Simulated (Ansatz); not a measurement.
## Geometry relaxation of C₂H₆Se

C₂H₆Se, computed with RKS PBE0-D4/def2-TZVPP (Ansatz 0.2.0).

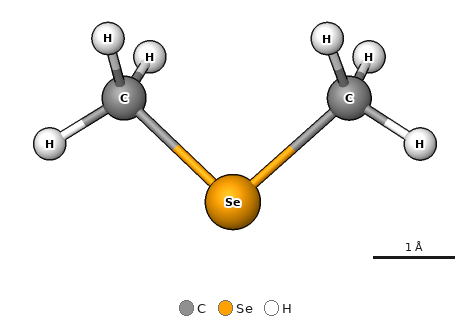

Fig. 1: The starting structure (ball-and-stick view, seen at a tilt). Bond lengths as drawn: C–H 1.11 Å and C–Se 1.96 Å.

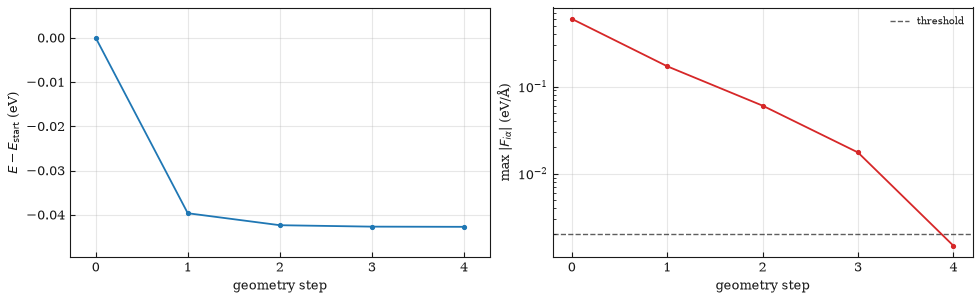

Fig. 2: Progress of the relaxation, step by step (the first geometry is step 0 here and step 1 in the log).

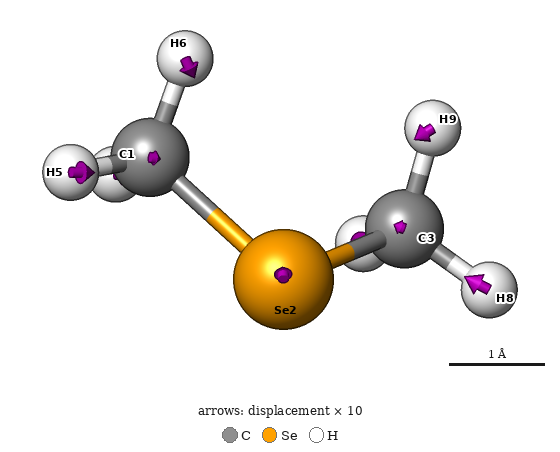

Fig. 3: The starting structure with the displacements as pink arrows, magnified 10 times (ball-and-stick view, seen at a tilt). The two geometries are laid on each other by the best rigid fit. The largest moves after the best rigid fit, 0.031 Å, are those of H5 and H8. By element the largest moves are H 0.031 Å, Se 0.020 Å, C 0.013 Å. Among the contacts that change: C1–Se2 1.961 → 1.940 Å, C1–H4 1.107 → 1.089 Å. After 4 geometry steps the energy has fallen by 0.043 eV. The largest force component goes from 0.6 to 0.0015 eV/Å. (Atoms are counted from 1 in the order of the input.)

The input and output of the run follow.

### The input
```yaml
crystal:
  periodic: [false, false, false]
  atoms:
    - { symbol: C, position_ang: [1.42629391, -0.36541752, 0.91170559] }
    - { symbol: Se, position_ang: [0.01388698, 0.18106081, -0.33471118] }
    - { symbol: C, position_ang: [-1.49294361, -0.51335544, 0.71133304] }
    - { symbol: H, position_ang: [1.43412898, -1.46561848, 1.0373149] }
    - { symbol: H, position_ang: [2.38912665, -0.04456782, 0.47055689] }
    - { symbol: H, position_ang: [1.29517496, 0.12883216, 1.89394514] }
    - { symbol: H, position_ang: [-1.40733267, -1.60965891, 0.84207644] }
    - { symbol: H, position_ang: [-2.41412183, -0.28752233, 0.14122724] }
    - { symbol: H, position_ang: [-1.54702337, -0.01559247, 1.69907195] }
basis:
  gaussian: { orbitals: def2-TZVPP }
hamiltonian:
  xc: pbe0
  dispersion: d4
relax:
  f_tol: 0.002
  max_steps: 150
```

Launched with:
```bash
ansatz run input.yaml --threads 2 --pin off --max-ram 5120MiB --backend cpu --events-out ev --progress --plain --runs-dir out
```

### Output
```
The last accepted step is kept in [file] (removed where the run ends without a failure and the disk answers)
Engine: ansatz 0.2.0, x86_64-unknown-linux-gnu
Functional definition: PBE0
  parameter a = 0.25
  parameter kappa = 0.804
  parameter beta = 0.06672455060314922
  exchange = (1 - a)*pbe_x(kappa = kappa, mu = beta*pi^2/3) + a*exact_x
  correlation = pbe_c(beta = beta)
1126 factors; their error is unknown
mean field evaluation 1: about -67504.0908 eV, gradient 5.8e1 eV
mean field evaluation 2: about -67498.7669 eV, gradient 7.0e1 eV
mean field evaluation 4: about -67511.5116 eV, gradient 2.0e0 eV
mean field evaluation 8: about -67511.9233 eV, gradient 9.6e-2 eV
mean field evaluation 16: about -67511.9233 eV, gradient 8.8e-6 eV
mean field -67511.92327598 eV, -2481.0174191671 hartree, gradient 8.8e-6 eV, S^2 0.000000; 0 other end points of the search recorded, 0 dependent functions left out
the calculation of the forces begins
reference -67511.92330381 eV, -2481.0174201898 hartree; 26, 26 occupied and 168, 168 virtual orbitals, 1126 factors
relax step   1: F+E_penalty+E_count = -67512.04610711 eV  Δ(F+E_penalty+E_count) = +0.000e0 eV  max|allowed force component| = 5.986e-1 eV/Å  Δτ_max = 0.0000 Å  (28 SCF iters, accepted)
these checks for a lower state are left out or cut short: starts, cluster_reference, orbital_swaps, neighbouring_geometries, increment
1126 factors; their error is unknown
mean field -67511.96250947 eV, -2481.0188609713 hartree, gradient 7.4e-6 eV, S^2 0.000000; 0 other end points of the search recorded, 0 dependent functions left out
the calculation of the forces begins
reference -67511.96253702 eV, -2481.0188619835 hartree; 26, 26 occupied and 168, 168 virtual orbitals, 1126 factors
relax step   2: F+E_penalty+E_count = -67512.08576287 eV  Δ(F+E_penalty+E_count) = -3.966e-2 eV  max|allowed force component| = 1.708e-1 eV/Å  Δτ_max = 0.0212 Å  (31 SCF iters, accepted)
these checks for a lower state are left out or cut short: starts, cluster_reference, orbital_swaps, neighbouring_geometries, increment
1126 factors; their error is unknown
mean field -67511.96499204 eV, -2481.0189522039 hartree, gradient 7.1e-6 eV, S^2 0.000000; 0 other end points of the search recorded, 0 dependent functions left out
the calculation of the forces begins
reference -67511.96501949 eV, -2481.0189532126 hartree; 26, 26 occupied and 168, 168 virtual orbitals, 1126 factors
relax step   3: F+E_penalty+E_count = -67512.08846896 eV  Δ(F+E_penalty+E_count) = -2.706e-3 eV  max|allowed force component| = 6.028e-2 eV/Å  Δτ_max = 0.0146 Å  (31 SCF iters, accepted)
these checks for a lower state are left out or cut short: starts, cluster_reference, orbital_swaps, neighbouring_geometries, increment
1126 factors; their error is unknown
mean field evaluation 32: about -67511.5587 eV, gradient 6.6e-1 eV
mean field -67511.96543240 eV, -2481.0189683870 hartree, gradient 7.1e-6 eV, S^2 0.000000; 0 other end points of the search recorded, 0 dependent functions left out
the calculation of the forces begins
reference -67511.96545986 eV, -2481.0189693960 hartree; 26, 26 occupied and 168, 168 virtual orbitals, 1126 factors
relax step   4: F+E_penalty+E_count = -67512.08879185 eV  Δ(F+E_penalty+E_count) = -3.229e-4 eV  max|allowed force component| = 1.747e-2 eV/Å  Δτ_max = 0.0067 Å  (32 SCF iters, accepted)
these checks for a lower state are left out or cut short: starts, cluster_reference, orbital_swaps, neighbouring_geometries, increment
1126 factors; their error is unknown
mean field -67511.96545385 eV, -2481.0189691751 hartree, gradient 7.1e-6 eV, S^2 0.000000; 0 other end points of the search recorded, 0 dependent functions left out
the calculation of the forces begins
reference -67511.96548131 eV, -2481.0189701844 hartree; 26, 26 occupied and 168, 168 virtual orbitals, 1126 factors
relax step   5: F+E_penalty+E_count = -67512.08883530 eV  Δ(F+E_penalty+E_count) = -4.345e-5 eV  max|allowed force component| = 1.483e-3 eV/Å  Δτ_max = 0.0017 Å  (32 SCF iters, accepted)
1126 factors; their error is unknown
mean field evaluation 64: about -67511.9655 eV, gradient 4.9e-3 eV
mean field -67511.96545385 eV, -2481.0189691751 hartree, gradient 7.1e-6 eV, S^2 0.000000; 1 other end points of the search recorded, 0 dependent functions left out
the calculation of the forces begins
reference -67511.96548131 eV, -2481.0189701844 hartree; 26, 26 occupied and 168, 168 virtual orbitals, 1126 factors
Total energy: -67512.08886276 eV, -2481.0235043692 hartree
Atom 0 at     1.413539    -0.367111     0.912626 Å, force     0.001198    -0.000276     0.000708 eV/Å
Atom 1 at     0.013178     0.171596    -0.317573 Å, force     0.000062     0.000777    -0.001483 eV/Å
Atom 2 at    -1.480353    -0.513679     0.714111 Å, force    -0.001221    -0.000387     0.000586 eV/Å
Atom 3 at     1.417096    -1.449231     1.032918 Å, force     0.000199    -0.000190    -0.000538 eV/Å
Atom 4 at     2.359962    -0.050520     0.477476 Å, force    -0.000949    -0.000463     0.000726 eV/Å
Atom 5 at     1.279844     0.120854     1.876722 Å, force     0.000116     0.000567    -0.000113 eV/Å
Atom 6 at    -1.391448    -1.591482     0.840219 Å, force    -0.000099    -0.000204    -0.000554 eV/Å
Atom 7 at    -2.385682    -0.290829     0.151959 Å, force     0.000852    -0.000364     0.000834 eV/Å
Atom 8 at    -1.528945    -0.021438     1.684062 Å, force    -0.000158     0.000541    -0.000166 eV/Å
Dipole moment:    -0.011645    -0.152992     0.282721 e Å
```

### Trajectory as extended XYZ (Å, eV, eV/Å), 5 frames, from step=1 to step=5
```
9
Properties=species:S:1:pos:R:3:forces:R:3 step=1 energy=-67512.04611
C     1.4263   -0.3654    0.9117    0.2352  -0.0647   0.1578
Se    0.0139    0.1811   -0.3347   -0.0205  -0.2709   0.5003
C    -1.4929   -0.5134    0.7113   -0.2471  -0.0893   0.1269
H     1.4341   -1.4656    1.0373   -0.0369   0.5972  -0.0961
H     2.3891   -0.0446    0.4706   -0.5133  -0.1622   0.2192
H     1.2952    0.1288    1.8939    0.0370  -0.2495  -0.5509
H    -1.4073   -1.6097    0.8421   -0.0106   0.5986  -0.0950
H    -2.4141   -0.2875    0.1412    0.4924  -0.1117   0.2876
H    -1.5470   -0.0156    1.6991    0.0637  -0.2476  -0.5499
9
Properties=species:S:1:pos:R:3:forces:R:3 step=2 energy=-67512.08576
C     1.4181   -0.3667    0.9127    0.0279  -0.0289   0.0581
Se    0.0132    0.1726   -0.3192   -0.0021  -0.0305   0.0562
C    -1.4849   -0.5138    0.7135   -0.0327  -0.0320   0.0548
H     1.4183   -1.4539    1.0324    0.0134   0.1708  -0.0102
H     2.3692   -0.0492    0.4762   -0.1514  -0.0480   0.0649
H     1.2806    0.1242    1.8804    0.0355  -0.0824  -0.1462
H    -1.3921   -1.5963    0.8394   -0.0290   0.1688  -0.0133
H    -2.3947   -0.2903    0.1495    0.1451  -0.0331   0.0852
H    -1.5304   -0.0184    1.6876   -0.0068  -0.0846  -0.1495
9
Properties=species:S:1:pos:R:3:forces:R:3 step=3 energy=-67512.08847
C     1.4094   -0.3677    0.9131    0.0193   0.0223  -0.0384
Se    0.0133    0.1737   -0.3213   -0.0025  -0.0327   0.0603
C    -1.4763   -0.5139    0.7151   -0.0161   0.0205  -0.0408
H     1.4137   -1.4493    1.0335   -0.0094  -0.0167  -0.0058
H     2.3548   -0.0510    0.4773    0.0330  -0.0004   0.0061
H     1.2767    0.1201    1.8768   -0.0119   0.0126   0.0100
H    -1.3882   -1.5912    0.8411    0.0117  -0.0157  -0.0044
H    -2.3805   -0.2907    0.1525   -0.0333  -0.0038   0.0016
H    -1.5257   -0.0220    1.6846    0.0092   0.0137   0.0114
9
Properties=species:S:1:pos:R:3:forces:R:3 step=4 energy=-67512.08879
C     1.4146   -0.3669    0.9125   -0.0175  -0.0036   0.0038
Se    0.0131    0.1713   -0.3169    0.0007   0.0090  -0.0168
C    -1.4814   -0.5136    0.7138    0.0170  -0.0018   0.0061
H     1.4175   -1.4487    1.0327    0.0026  -0.0110   0.0027
H     2.3613   -0.0509    0.4783    0.0027   0.0054  -0.0095
H     1.2804    0.1209    1.8762    0.0012   0.0041   0.0108
H    -1.3919   -1.5911    0.8398   -0.0018  -0.0112   0.0024
H    -2.3871   -0.2913    0.1526   -0.0019   0.0051  -0.0099
H    -1.5294   -0.0215    1.6835   -0.0031   0.0039   0.0105
9
Properties=species:S:1:pos:R:3:forces:R:3 step=5 energy=-67512.08884
C     1.4135   -0.3671    0.9126    0.0012  -0.0003   0.0007
Se    0.0132    0.1716   -0.3176    0.0001   0.0008  -0.0015
C    -1.4804   -0.5137    0.7141   -0.0012  -0.0004   0.0006
H     1.4171   -1.4492    1.0329    0.0002  -0.0002  -0.0005
H     2.3600   -0.0505    0.4775   -0.0009  -0.0005   0.0007
H     1.2798    0.1209    1.8767    0.0001   0.0006  -0.0001
H    -1.3914   -1.5915    0.8402   -0.0001  -0.0002  -0.0006
H    -2.3857   -0.2908    0.1520    0.0009  -0.0004   0.0008
H    -1.5289   -0.0214    1.6841   -0.0002   0.0005  -0.0002
```

### Results in brief

| quantity | value |
| --- | --- |
| outcome | converged |
| total energy | −67512.0889 eV |
| mean-field energy | −67511.9655 eV |
| SCF solution under orbital rotations | stable |
| largest force (length of the vector) at the end | 0.002 eV/Å |
| hardware | 2 threads of Intel Xeon (Sapphire Rapids), 64 GiB of memory available, shared host |
| wall time | 19 s (CPU time 36 s) |
| peak memory | 0.45 GiB |
